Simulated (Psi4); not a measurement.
**A workflow on BH3Se (SMILES B[SeH])**

We compute a geometry optimisation (BP86/def2-SVP), then vibrational wavenumbers, then a single-point energy (CCSD(T)/cc-pVDZ) of BH3Se. 

Program for the calculation: Psi4 1.11.

### 1 The molecule

BH3Se: 5 atoms, total charge 0, spin state singlet. As SMILES, `B[SeH]`. The shape is that of a PBE0-D4/def2-TZVP optimisation. The run starts from this shape.

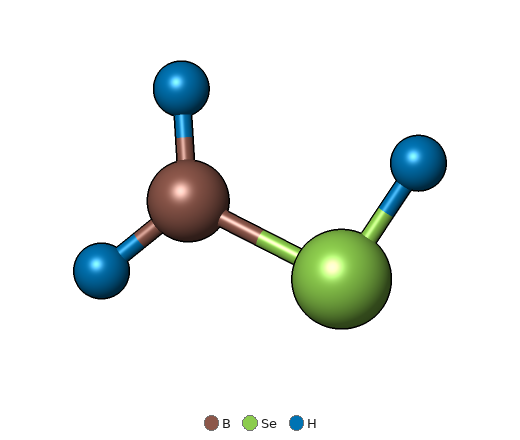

Viewed from a chosen angle; boron brown, selenium green, hydrogen blue.

### 2 A structure relaxation at BP86/def2-SVP (density fitting) (run 1)

File input.inp:

```
memory 1600 mb

molecule mol {
  0 1
  B     -0.114800    -0.638000     0.043400
  Se     1.035300     0.860500    -0.146800
  H     -1.293000    -0.499900     0.125400
  H      0.421600    -1.700900     0.073400
  H      0.000800     1.904800    -0.136900
  symmetry c1
}

set basis def2-SVP
set geom_maxiter 60

result, w = opt('bp86', return_wfn=True)
```

The run is started by

```sh
$ psi4 input.inp input.out -n 1
```

input.out:

```text
[...]
  Running in c1 symmetry.
[...]
  Nuclear repulsion =   79.144119382984840
[...]
  Multiplicity = 1
[...]
  Nalpha       = 21
  Nbeta        = 21
[...]
    Number of basis functions: 61
[...]
   @DF-RKS iter   1: -2427.41141215169546   -1.80391e+00   3.24918e-02 ADIIS/DIIS
[...]
   @DF-RKS iter   7: -2428.16494825795462    4.54747e-13   1.25096e-09 DIIS
[...]
    Orbital Energies [Eh]
    ---------------------
    Doubly Occupied:
       1A   -452.188852     2A    -57.422553     3A    -51.586564
       4A    -51.584635     5A    -51.584379     6A     -7.559703
       7A     -6.558810     8A     -5.554286     9A     -5.548131
      10A     -5.546629    11A     -1.993517    12A     -1.992076
      13A     -1.990447    14A     -1.986109    15A     -1.985881
      16A     -0.665438    17A     -0.445300    18A     -0.371937
      19A     -0.310258    20A     -0.285909    21A     -0.251932
[...]
  @DF-RKS Final Energy: -2428.16494825795462
   => Energetics <=
    Nuclear Repulsion Energy =             78.3749751153274730
    One-Electron Energy =               -3533.3505674353864379
    Two-Electron Energy =                1119.3503808200052845
    DFT Exchange-Correlation Energy =     -92.5397367579006271
    Empirical Dispersion Energy =           0.0000000000000000
    VV10 Nonlocal Energy =                  0.0000000000000000
    Total Energy =                      -2428.1649482579546202
[...]
 Multipole Moments:
 ------------------------------------------------------------------------------------
     Multipole            Electronic (a.u.)      Nuclear  (a.u.)        Total (a.u.)
 ------------------------------------------------------------------------------------
 L = 1.  Multiply by 2.5417464519 to convert [e a0] to [Debye]
 Dipole X            :          4.2472992           -4.3436000           -0.0963008
 Dipole Y            :          3.5373462           -3.2281151            0.3092311
 Dipole Z            :         -0.5687648            0.5551891           -0.0135757
 Magnitude           :                                                    0.3241636
[...]
  -Total Gradient:
     Atom            X                  Y                   Z
    ------   -----------------  -----------------  -----------------
       1        0.000076641527    -0.000002099896    -0.000181307534
       2       -0.000024985863     0.000066041651     0.000028655461
       3       -0.000033082466     0.000019431855     0.000065332070
       4       -0.000023373788    -0.000038385436     0.000076365436
       5        0.000017398755    -0.000047242925     0.000010409894
[...]
    Final optimized geometry and variables:
    Molecular point group: c1
    Full point group: C1
    Geometry (in Angstrom), charge = 0, multiplicity = 1:
    B           -0.983806137785    -1.299683968493     0.163007613387
    SE           0.179407134503     0.207685909449    -0.027804251658
    H           -2.183094975841    -1.162582197103     0.247963091741
    H           -0.432098955412    -2.378370859469     0.194372928171
    H           -0.864152063907     1.269807018156    -0.018236123328
    Psi4 run time: 0:00:08.79
[...]
```

On the terminal:

```text
Optimizer: Optimization complete!
```

Run time: 9.9 s. Hardware: 1 thread of AMD EPYC 9R45 (Zen 5), shared host; peak memory 0.41 GiB.

The path in brief:

```csv
step,energy from the first frame kept (eV),largest force (eV/Å)
0,0.0000,0.5082
1,-0.0164,0.0648
2,-0.0166,0.0115
3,-0.0166,0.0101
```

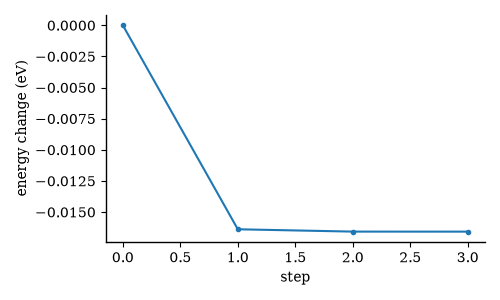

Energy along the run.

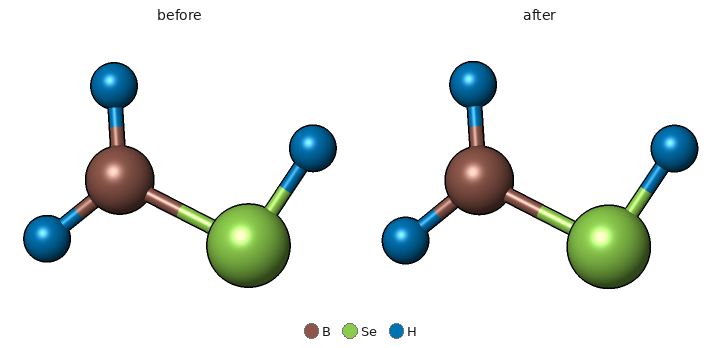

Before and after, at one scale.

After the run. Bond lengths: B1–Se2 1.914 Å, B1–H3 1.210 Å, B1–H4 1.212 Å, Se2–H5 1.489 Å. Angles: B1–Se2–H5 97.8°, Se2–B1–H3 121.3°, Se2–B1–H4 115.3°, H3–B1–H4 123.4°.

### 3 The harmonic vibrations at BP86/def2-SVP (density fitting) (run 2)

File bh3se.dat:

```
memory 1.6 GB

molecule system {
  0 1
  B     -0.23798455    -1.22010356     0.08292874
  Se     1.96016945     1.62841291    -0.27765368
  H     -2.50431230    -0.96102022     0.24347231
  H      0.80459058    -3.25852657     0.14220189
  H     -0.01187126     3.63553071    -0.25957089
  units bohr
}

set basis def2-SVP
set reference rks
set t 298.15
set rotational_symmetry_number 1

e, wfn = freq("bp86", return_wfn=True)
```

The run is started by

```sh
$ psi4 -i bh3se.dat -o bh3se.out -n 1
```

bh3se.out (excerpt; [...] marks lines left out):

```text
[...]
  Running in c1 symmetry.
[...]
  Nuclear repulsion =   78.374976224923032
[...]
  Multiplicity = 1
[...]
  Nalpha       = 21
  Nbeta        = 21
[...]
    Number of basis functions: 61
[...]
   @DF-RKS iter   1: -2427.41169765080804   -1.83020e+00   3.25101e-02 DIIS/ADIIS
[...]
   @DF-RKS iter  12: -2428.16494793723132    1.36424e-12   1.73059e-09 DIIS
[...]
  @DF-RKS Final Energy: -2428.16494793723132
   => Energetics <=
    Nuclear Repulsion Energy =             78.3745122319088807
    One-Electron Energy =               -3533.3495788837449254
    Two-Electron Energy =                1119.3498420456078293
    DFT Exchange-Correlation Energy =     -92.5397233310029463
    Empirical Dispersion Energy =           0.0000000000000000
    VV10 Nonlocal Energy =                  0.0000000000000000
    Total Energy =                      -2428.1649479372313181
[...]
 Multipole Moments:
[...]
  -Total Gradient:
     Atom            X                  Y                   Z
    ------   -----------------  -----------------  -----------------
       1        0.000074167268     0.000008507569    -0.000278651861
       2       -0.000037919659     0.000076948437     0.000056459069
       3       -0.000028438726     0.000018218365     0.000106339492
       4       -0.000021482168    -0.000061297947     0.000110518011
       5        0.000026233971    -0.000044629931     0.000004972292
[...]
  ==> Harmonic Vibrational Analysis <==
[...]
  Freq [cm^-1]                 583.5100            598.5545            684.4809
[...]
  IR activ [km/mol]             4.2498              2.1627             11.2525
[...]
  Freq [cm^-1]                 847.4793            873.7273           1122.5671
[...]
  IR activ [km/mol]             2.6334              4.9667             40.6179
[...]
  Freq [cm^-1]                2329.8328           2531.7146           2649.9359
[...]
  IR activ [km/mol]            14.2393             74.3492             73.3770
[...]
  Total E_0, Enthalpy at 0 [K]                                                        -2428.13710494 [Eh]
[...]
  Total H, Enthalpy at  298.15 [K]                                                    -2428.13273073 [Eh]
[...]
  Total G, Gibbs energy at  298.15 [K]                                                -2428.16216039 [Eh]
[...]
```

Standard output:

```text
Warning: used thermodynamics relations inappropriate for low-frequency modes: ['583.5100' '598.5545']
```

Run time: 65 s. Hardware: 1 thread of AMD EPYC 9R45 (Zen 5), shared host; peak memory 0.44 GiB.

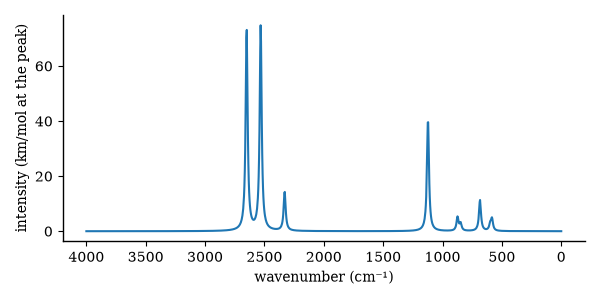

Harmonic infrared spectrum, unscaled, lines broadened by 10 cm⁻¹.

### 4 The energy at CCSD(T)/cc-pVDZ (run 3)

File input.dat:

```
memory 1600 mb

molecule m {
  B     -0.125936    -0.645651     0.043884
  Se     1.037277     0.861719    -0.146928
  H     -1.325225    -0.508550     0.128840
  H      0.425771    -1.724338     0.075250
  H     -0.006282     1.923840    -0.137359
  units angstrom
  symmetry c1
}

set {
  basis       cc-pVDZ
  scf_type    pk
  freeze_core true
}

E = energy("ccsd(t)")
print_variables()
```

The run is started by

```sh
$ psi4 input.dat output.dat -n 1
```

output.dat:

```text
[...]
  Running in c1 symmetry.
[...]
  Nuclear repulsion =   78.374976272731132
[...]
  Multiplicity = 1
[...]
  Nalpha       = 21
  Nbeta        = 21
[...]
    Number of basis functions: 56
[...]
   @RHF iter   1: -2425.97704244895158   -3.05666e+00   1.43901e-02 ADIIS/DIIS
[...]
   @RHF iter  11: -2426.24973834078946   -2.27374e-12   4.97944e-09 DIIS
[...]
    Orbital Energies [Eh]
    ---------------------
    Doubly Occupied:
       1A   -460.890519     2A    -60.688716     3A    -54.291275
       4A    -54.290551     5A    -54.290489     6A     -8.928949
       7A     -7.647403     8A     -6.663394     9A     -6.659322
      10A     -6.657279    11A     -2.646402    12A     -2.644168
      13A     -2.641274    14A     -2.636887    15A     -2.636468
      16A     -0.937405    17A     -0.676469    18A     -0.550614
      19A     -0.484399    20A     -0.432147    21A     -0.372799
[...]
  @RHF Final Energy: -2426.24973834078946
   => Energetics <=
    Nuclear Repulsion Energy =             78.3749762727311321
    One-Electron Energy =               -3533.9155736473148863
    Two-Electron Energy =                1029.2908590337942769
    Total Energy =                      -2426.2497383407894631
[...]
 Multipole Moments:
 ------------------------------------------------------------------------------------
     Multipole            Electronic (a.u.)      Nuclear  (a.u.)        Total (a.u.)
 ------------------------------------------------------------------------------------
 L = 1.  Multiply by 2.5417464519 to convert [e a0] to [Debye]
 Dipole X            :          4.0659348           -4.3435995           -0.2776647
 Dipole Y            :          3.3247928           -3.2281164            0.0966764
 Dipole Z            :         -0.5408352            0.5551915            0.0143563
 Magnitude           :                                                    0.2943639
[...]
      * MP2 total energy                      = -2426.474567634021696
[...]
      * CCSD total energy                     = -2426.506367651955770
[...]
      * CCSD(T) total energy                  = -2426.513962626976536
[...]
```

Wall time 9.3 s (1 thread of AMD EPYC 9R45 (Zen 5), shared host); peak memory 0.4 GiB.

### 5 Outcome

| quantity | value |
| --- | --- |
| run 1, BP86/def2-SVP: total energy at the end | -2428.16495 Eh |
| run 1, BP86/def2-SVP: dipole moment | 0.82 D |
| run 1, BP86/def2-SVP: HOMO energy | -6.86 eV |
| run 1, BP86/def2-SVP: LUMO energy | -2.37 eV |
| run 1, BP86/def2-SVP: HOMO–LUMO gap | 4.49 eV |
| run 2, BP86/def2-SVP: lowest harmonic wavenumber | 584 cm⁻¹ |
| run 2, BP86/def2-SVP: highest harmonic wavenumber | 2650 cm⁻¹ |
| run 2, BP86/def2-SVP: zero-point energy | 73.1 kJ/mol |
| run 2, BP86/def2-SVP: ideal-gas entropy at 298.15 K (symmetry number 1 as used) | 61.9 cal/(mol K) |
| run 3, CCSD(T)/cc-pVDZ: total energy | -2426.51396 Eh |
| run 3, CCSD(T)/cc-pVDZ: HOMO energy (Hartree–Fock orbitals) | -10.14 eV |
| run 3, CCSD(T)/cc-pVDZ: LUMO energy (Hartree–Fock orbitals) | 2.17 eV |
| run 3, CCSD(T)/cc-pVDZ: HOMO–LUMO gap (Hartree–Fock orbitals) | 12.32 eV |
| run 3, CCSD(T)/cc-pVDZ: correlation energy (10 core orbitals frozen) | -264.2 mEh |
| run 3, CCSD(T)/cc-pVDZ: (T) correction | -7.59 mEh |
| run 3, CCSD(T)/cc-pVDZ: T1 diagnostic | 0.014 |

**Reading.** The optimisation (run 1, BP86/def2-SVP) took 4 steps and changed the energy by -0.017 eV. All 9 modes (run 2, BP86/def2-SVP) are real, so the shape is a minimum at this level. The triples (run 3, CCSD(T)/cc-pVDZ) make up 2.9 % of the correlation energy.
